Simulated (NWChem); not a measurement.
**triplet CHCl2F at 4 levels**

Aim: a comparison of 4 runs (U-wB97X/def2-SVPD, UB2PLYP/def2-SVPD, UCAM-B3LYP/def2-SVPD, UM06-2X/def2-SVPD) of triplet CHCl2F. 

The results are computed with NWChem 7.3.0.

## (1) The molecule

The species is CHCl2F (5 atoms), meant as a triplet with charge 0. As SMILES of the parent species, `FC(Cl)Cl`. The shape is that of a PBE0-D4/def2-TZVP optimisation. That shape belongs to the parent species and isn't relaxed for this state.

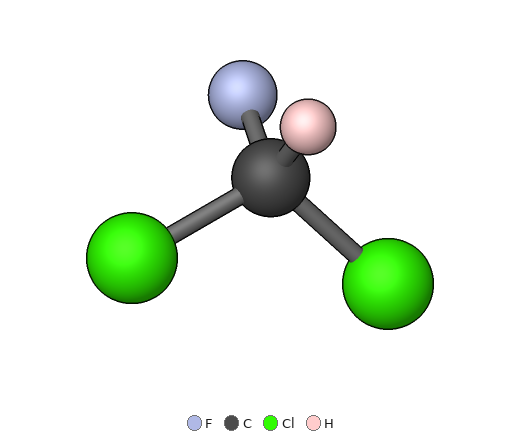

The structure, seen from a chosen angle (fluorine light blue, carbon dark grey, chlorine green, hydrogen pink).

## (2) A single-point energy at U-wB97X/def2-SVPD (run 1)

File a.xyz:

```xyz
5

F     -0.590600     0.132500     1.230400
C      0.006400     0.099400     0.030700
Cl     1.459900    -0.886800     0.126900
Cl    -1.120400    -0.525200    -1.167100
H      0.294600     1.106400    -0.262500
```

File run.py:

```python
from ase.io import read
from ase.calculators.nwchem import NWChem

mol = read('a.xyz')

calc = NWChem(
    label='a',
    theory='dft',
    memory='2200 mb',
    basis='def2-SVPD',
    basispar='spherical bse',
    dft={'xc': 'wb97x', 'mult': '3', 'grid': 'fine', 'convergence': 'energy 1e-08', 'iterations': '100', 'mulliken': None, 'print': 'low'},
    task='energy',
)
mol.calc = calc

print(f"energy = {mol.get_potential_energy():.6f} eV")
```

Run with:

```bash
$ export ASE_NWCHEM_COMMAND="nwchem PREFIX.nwi > PREFIX.nwo"
$ python run.py
```

Log:

```text
energy = -28796.572471 eV
```

The calculator wrote a.nwi:

```
title "a"

permanent_dir a

scratch_dir a

start a

geometry units angstrom nocenter noautosym noautoz
  F  -5.9060000000000001e-01 1.3250000000000001e-01 1.2303999999999999e+00
  C  6.4000000000000003e-03 9.9400000000000002e-02 3.0700000000000002e-02
  Cl 1.4599000000000000e+00 -8.8680000000000003e-01 1.2690000000000001e-01
  Cl -1.1204000000000001e+00 -5.2520000000000000e-01 -1.1671000000000000e+00
  H  2.9459999999999997e-01 1.1064000000000001e+00 -2.6250000000000001e-01
end

memory 2200 mb

basis spherical bse noprint
   * library def2-SVPD
end

dft
  xc wb97x
  mult 3
  grid fine
  convergence energy 1e-08
  iterations 100
  mulliken
  print low
end

task dft energy
```

a.nwo (excerpt; [...] marks lines left out):

```text
[...]
         Total DFT energy =    -1058.254527909280
      One electron energy =    -1881.871904514038
           Coulomb energy =      684.287362607677
    Exchange-Corr. energy =      -72.624261879618
 Nuclear repulsion energy =      211.954275876699
[... 33 lines left out ...]
    Atom       Charge   Shell Charges
 -----------   ------   -------------------------------------------------------
[...]
      <S2> =      2.0114 (Exact =     2.0000)
[...]
```

Run time: 1.8 min. Hardware: 1 thread of Intel Xeon 6975P-C (Granite Rapids), shared host; peak memory 0.11 GiB.

## (3) The energy at UB2PLYP/def2-SVPD (run 2)

File struct.nw:

```
start struct
memory 2200 mb

geometry units angstrom noautosym nocenter noautoz
  F     -0.590600     0.132500     1.230400
  C      0.006400     0.099400     0.030700
  Cl     1.459900    -0.886800     0.126900
  Cl    -1.120400    -0.525200    -1.167100
  H      0.294600     1.106400    -0.262500
end

basis "ao basis" spherical bse
  * library def2-SVPD
end

dft
  xc hfexch 0.53 becke88 0.47 lyp 0.73 mp2 0.27
  dftmp2 semidirect
  mult 3
  grid fine
  convergence energy 1e-08
  iterations 100
  mulliken
end

mp2
  freeze core 12
end

task dft
```

Run with:

```bash
$ nwchem struct.nw > struct.out
```

Log:

```text
[...]
          Wavefunction type:  spin polarized.
          No. of atoms     :     5
          No. of electrons :    50
[...]
          Charge           :     0
          Spin multiplicity:     3
[...]
          AO basis - number of functions:   105
[...]
              XC Information
              --------------
                     Hartree-Fock (Exact) Exchange  0.530
                    Becke 1988 Exchange Functional  0.470
              Lee-Yang-Parr Correlation Functional  0.730
[...]
 d= 0,ls=0.0,diis     1  -1057.5368272076 -1.27D+03  2.94D-02  2.63D-01     3.6
[...]
 d= 0,ls=0.0,diis    18  -1057.6853571130  4.13D-09  7.18D-06  7.96D-09    38.6
[...]
         Total DFT energy =    -1057.685357112960
      One electron energy =    -1881.659152559004
           Coulomb energy =      684.096386618379
    Exchange-Corr. energy =      -72.076867049034
 Nuclear repulsion energy =      211.954275876699
[...]
      Total Density - Mulliken Population Analysis
     ---------------------------------------------
    Atom       Charge   Shell Charges
 -----------   ------   -------------------------------------------------------
    1 F    9     9.39   1.99  1.14  0.80  0.05  3.34  1.94  0.12  0.01  0.01
    2 C    6     5.23   1.99  1.05 -0.24  0.00  1.86  0.57  0.10 -0.10
    3 Cl  17    17.28   2.00  1.99  1.30  0.66  0.01  5.93  2.09  2.94  0.23  0.06  0.06
    4 Cl  17    17.28   2.00  1.99  1.30  0.66  0.01  5.93  2.09  2.94  0.23  0.06  0.06
    5 H    1     0.82   0.72  0.01  0.03  0.06
[...]
      <S2> =      2.0167 (Exact =     2.0000)
[...]
  Basis functions       =    105
[...]
```

Wall time 44 s (1 thread of Intel Xeon 6975P-C (Granite Rapids), shared host); peak memory 0.33 GiB.

Run 3 isn't shown in full; the table further down has it.

## (4) A single-point energy at UM06-2X/def2-SVPD (run 4)

File sp.nw:

```
start sp
memory total 2200 mb
geometry units atomic noautosym nocenter noautoz
 F     -1.11607225     0.25038871     2.32511902
 C      0.01209425     0.18783878     0.05801459
 Cl     2.75881117    -1.67580913     0.23980625
 Cl    -2.11724915    -0.99248416    -2.20549936
 H      0.55671332     2.09079298    -0.49605311
end
basis "ao basis" spherical bse
 F library def2-SVPD
 C library def2-SVPD
 Cl library def2-SVPD
 H library def2-SVPD
end
dft
 xc m06-2x
 mult 3
 grid fine
 convergence energy 1e-08
 iterations 100
 mulliken
end
task dft
```

Run with:

```bash
$ nwchem sp.nw > sp.out
```

Log:

```text
[...]
          Wavefunction type:  spin polarized.
          No. of atoms     :     5
          No. of electrons :    50
[...]
          Charge           :     0
          Spin multiplicity:     3
[...]
          AO basis - number of functions:   105
[...]
              XC Information
              --------------
                       M06-2X Method XC Functional
                     Hartree-Fock (Exact) Exchange  0.540
                        M06-2X Exchange Functional  1.000
                      M06-2X Correlation Potential  1.000
[...]
 d= 0,ls=0.0,diis     1  -1058.0614103514 -1.27D+03  3.16D-02  2.70D-01     3.0
[...]
 d= 0,ls=0.0,diis    18  -1058.2114963681 -3.23D-09  1.30D-06  4.56D-10    48.4
[...]
         Total DFT energy =    -1058.211496368107
      One electron energy =    -1881.802254996291
           Coulomb energy =      684.235343555826
    Exchange-Corr. energy =      -72.598845542180
 Nuclear repulsion energy =      211.954260614538
[...]
      Total Density - Mulliken Population Analysis
     ---------------------------------------------
    Atom       Charge   Shell Charges
 -----------   ------   -------------------------------------------------------
    1 F    9     9.34   1.99  1.13  0.80  0.04  3.33  1.91  0.12  0.01  0.01
    2 C    6     5.38   1.99  1.04 -0.18  0.04  1.87  0.60  0.09 -0.08
    3 Cl  17    17.24   2.00  1.99  1.28  0.68  0.01  5.94  2.09  2.92  0.21  0.06  0.06
    4 Cl  17    17.24   2.00  1.99  1.28  0.68  0.01  5.94  2.09  2.92  0.21  0.06  0.06
    5 H    1     0.81   0.71  0.03  0.02  0.04
[...]
      <S2> =      2.0084 (Exact =     2.0000)
[...]
```

It took 49 s on 1 thread of Intel Xeon 6975P-C (Granite Rapids), shared host; peak memory 0.12 GiB.

## (5) Overview of the runs

```tsv
run	level	frozen core orbitals	energy (Eh)	⟨S²⟩	wall time
1	U-wB97X/def2-SVPD	–	-1058.254528	2.011	1.8 min
2	UB2PLYP/def2-SVPD	12	-1057.903172	2.017	44 s
3	UCAM-B3LYP/def2-SVPD	–	-1058.280737	2.010	1.7 min
4	UM06-2X/def2-SVPD	–	-1058.211496	2.008	49 s
```

## (6) What came out

```
                                 quantity           value
                      run 4: total energy  -1058.21150 Eh
                     run 4: dipole moment          1.21 D
run 4: HOMO energy (highest over α and β)        -3.64 eV
                              run 4: ⟨S²⟩           2.008
```

**Reading.** Over runs 2, 3, 4 the dipole moment (its size) runs from 1.14 D (UCAM-B3LYP/def2-SVPD) to 1.21 D (UM06-2X/def2-SVPD). Totals of different functionals can't be ranked against each other. All runs together took 5.1 min, the longest 1.8 min.
